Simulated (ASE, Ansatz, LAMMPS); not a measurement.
# (11,0) carbon nanotube bundle (132 atoms): support functions against a reference, part 2 of 2

Wanted: errors and times of a linear-scaling basis for (11,0) carbon nanotube bundle (132 atoms). A setting counts as converged where the r.m.s. difference of forces stays under 1 % of the r.m.s. force.

Ansatz 0.2.0; Kohn-Sham DFT, PBE+D4, PAW (set soft_2), plane waves.

The cell: 132 C. Sampling is at Γ alone, for a cell whose shortest periodic width is 10 Å.

So far. Step 3 (Plane-wave single point): Löwdin charges run from +0.04 to +0.04 e, about a mean that is the spilled charge alone. The largest share in the top eV of filled states is C p (100 % of the projected weight), and in the lowest eV of empty states C p (98 % of the projected weight).

### 4. Distances and neighbours (continued)

Local excerpt of 13 atoms (numbers count through the whole input) about C4, which bears the longest force; x, y, z are measured from there.

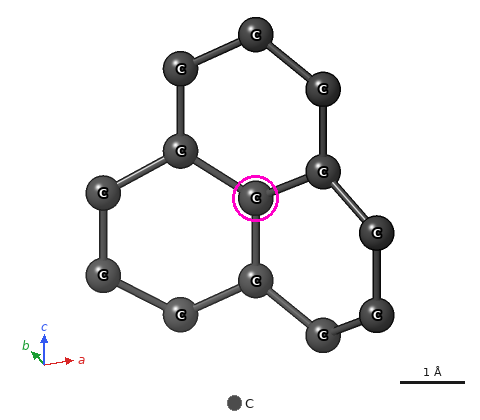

The atoms of the table, within 2.8 Å (arrows a, b, c point along x, y, z); some may hide others; the central atom is ringed.

```csv
atom,x,y,z,distance (Å),bonds,Löwdin charge (e),Fx,Fy,Fz (eV/Å)
C4,0.00,0.00,0.00,0.00,3,0.04,0.114,0.218,-0.152
C97,0.00,0.00,-1.40,1.40,3,0.04,0.114,0.218,0.152
C7,-1.03,0.66,0.69,1.40,3,0.04,0.113,0.176,0.130
C3,0.81,-0.92,0.69,1.40,3,0.04,0.189,0.105,0.180
C2,1.31,-2.03,0.00,2.42,3,0.04,0.237,0.016,-0.087
C8,-2.20,1.01,0.00,2.42,3,0.04,0.042,0.206,-0.100
C10,-1.03,0.66,2.09,2.42,3,0.04,0.113,0.176,-0.130
C98,-1.03,0.66,-2.09,2.42,3,0.04,0.113,0.176,-0.130
C94,0.81,-0.92,-2.09,2.42,3,0.04,0.189,0.105,-0.180
C6,0.81,-0.92,2.09,2.42,3,0.04,0.189,0.105,-0.180
C9,0.00,0.00,2.78,2.78,3,0.04,0.114,0.218,0.152
C93,1.31,-2.03,-1.40,2.79,3,0.04,0.237,0.016,0.087
C101,-2.20,1.01,-1.40,2.80,3,0.04,0.042,0.206,0.100
```

The column of bonds counts only the pairs C-C within 1.82 Å; other neighbours, such as metal atoms beside each other in a compound, aren't counted, and periodic images can show an atom twice.

### 5. Support functions medium

With localised support functions most steps grow linearly with size, though the diagonalisation grows faster unless the density matrix is cut; this run measures error and cost at this size.

This step: Kohn-Sham DFT, PBE+D4, PAW (set soft_2), localised support functions (medium) (Ansatz 0.2.0).

input.yaml reads:

```yaml
crystal:
  lattice:
    - [11.91347, 0.0, 0.0]
    - [-5.95673, 10.31736, 0.0]
    - [0.0, 0.0, 12.54944]
  atoms:
    [... the 132 atom lines of step 3 ...]
kpoints:
  mp_grid: { grid: [1, 1, 1] }
hamiltonian:
  xc: pbe
  dispersion: d4
scf:
  occupations: { method: gaussian, width: 0.025 }
  eigensolver: { kind: { support_functions: { accuracy: medium } } }
  max_iter: 150
output:
  forces: true
  eigenvalues: true
```

Run with:

```
> ansatz run input.yaml --threads 8 --pin off --max-ram 15872MiB --backend cpu --events-out ev --progress --plain --runs-dir out
```

Numbers of over 12 decimals in the logs are rounded to 6 here.

The program printed:

```text
Warning: scf.eigensolver.kind.support_functions: disabling space-group detection — the functions' gradient is summed over unrotated k-points, so no spatial operation reduces the k-mesh or symmetrises the density; time reversal is kept, so that k and −k are solved as one point where they differ and the mesh holds both, and exact exchange and, on two spinor components, a DFT+U term hold to it where the run has them: [...]
settings of this run that can trade accuracy for cost: scf.eigensolver.kind.support_functions [...]
[...]
Crystal: 132 atoms, lattice volume = 1542.521 Å³
Basis set: ecut = 420 eV, 30101 PW (Γ), exchange–correlation on 160×160×180 points (8 copies of the dense FFT grid, shifted against one another)
Bands: 317, of which v1, the nominal top of the filled ones, is band 264 counted from 1 (263 counted from 0)
Symmetry: 1 space group operations
k-points: 1
[...]
SCF iter   1: F=—  HF=-33157.639051 eV  |F-HF|=—  |Δ(HF+E_count)|=         —  Δρ=9.55e-2  dr2=1.39e2  ethr=1.00e-1
[...]
SCF iter  10: F=—  HF=-33124.208345 eV  |F-HF|=—  |Δ(HF+E_count)|=   1.70e-3  Δρ=1.61e-5  dr2=7.80e-6  ethr=8.62e-9  κ⁻¹=7.7e-7(r=7)
SCF iter  11: F=-33124.209602 eV  HF=-33124.209602 eV  |F-HF|=5.47e-8  |Δ(HF+E_count)|=   1.26e-3  Δρ=5.84e-6  dr2=1.23e-6  ethr=1.48e-9
SCF 1 converged in 11 iterations: F = -33124.221544 eV  dr2 = 1.23e-6
[...]
SCF converged after 11 iterations
Stability not checked: this state was not tested for a lower state beside it, because the mixer in use, unlike msr1, does not test its closes by its own steps (another_mixer; see scf.mixing.algorithm and scf.lower_state_search)
Free energy (F): -33124.221544 eV
[...]
Internal energy: -33124.221544 eV  (E = F + TS)
E sigma→0 (E₀):  -33124.221544 eV
Fermi energy:    4.439438 eV
[...]
Σ components = -33124.221544   (vs F -33124.221544, Δ=0.00e0)
--- Forces (eV/Å), atoms counted from 1 ---
  atom   1  C      0.18498189    -0.00021325     0.07742324
  atom   2  C      0.23633398     0.01571784    -0.08800768
  atom   3  C      0.18800425     0.10447732     0.17779045
  atom   4  C      0.11340997     0.21794608    -0.14971835
[...]
atom 132  C      0.18532435     0.00008995    -0.07428214
  max |Σ_I F_I| component: 2.52e-2 eV/Å
--- Band table (eV) ---
[...]
```

Wall time 1.7 min (8 threads of Arm Neoverse N1, shared host); peak memory 3.8 GiB; 13 min of CPU time.

The program notes that the band table was not solved further than the SCF left it and it switched symmetry off.

Keys that differ from the reference: support_functions.accuracy = "medium" and scf.max_iter = 150.

Forces differ from the reference by 1.9 meV/Å r.m.s., 1.3 % of their size, over a tolerance of 1 %; the energy by -3.8 meV/atom. It took 1.7 min and 11 cycles; the reference's time can't be set against it, since the two runs asked for unlike analyses.

### 6. Cost against change

Each row is set against the plane-wave reference (Kohn-Sham DFT, PBE+D4, PAW (set soft_2), plane waves; r.m.s. force component 0.148 eV/Å). Energies are set beside the reference only for runs with its functional, potentials and electron count. Times are for 8 threads of Arm Neoverse N1, shared host. The reference's time includes the DOS, the stress and grids, which some other runs skip.

```csv
run,"Δ force, r.m.s. (meV/Å)",share of r.m.s. force (%),Δ energy (meV/atom),Δ gap (eV),cycles,time,host memory (GiB)
reference,-,-,-,-,9,29 s,2.0
support functions medium,1.94,1.31,-3.81,-3.0e-4,11,1.7 min,3.8
```

### 7. Outcome

```
free energy per atom                             : -250.9373 eV/atom
density                                          : 1.707 g/cm³
pressure                                         : 9.576 GPa
r.m.s. force component                           : 0.148 eV/Å
gap (highest filled to lowest empty level) : 0.9133 eV
wall time of the 2 DFT runs                      : 2.2 min
```

What this shows: Against plane waves at 420 eV, the forces differ by 1.9 meV/Å (1.3 %) with support functions medium. At 132 atoms the run with support functions medium takes roughly 3.6 times the time of plane waves (whose run also made extra analyses, so the like-for-like ratio is larger), in 11 SCF cycles against 9. Differences between support functions and plane waves include what basis error the plane-wave run still has.

The highest filled and lowest empty levels differ by 0.913 eV at Γ alone; the mesh holds the band edges only if they fold onto it, so the gap at this level can be narrower or closed, while semilocal functionals tend to narrow gaps against experiment. Counting bonds as in the table, all C atoms have 3 bonded neighbours.

**Limits.** The geometry was minimised with a classical potential and isn't relaxed at this level: its force components are 0.15 eV/Å r.m.s. The stress is far from hydrostatic: its diagonal is 5.6, 5.7, 17.3 GPa, compression counted positive. The pressure of 9.6 GPa says that the cell would expand at this level of theory.

[Logs are printed without paths, hosts, clocks, repeated set-up lines and the standing remarks that a program may print on its own settings, such as how far it seeks lower states.]

[Hosts, paths, dates, database ids (printed as entryN), source tags and the programs' standing remarks are cut or masked in the printed files.]
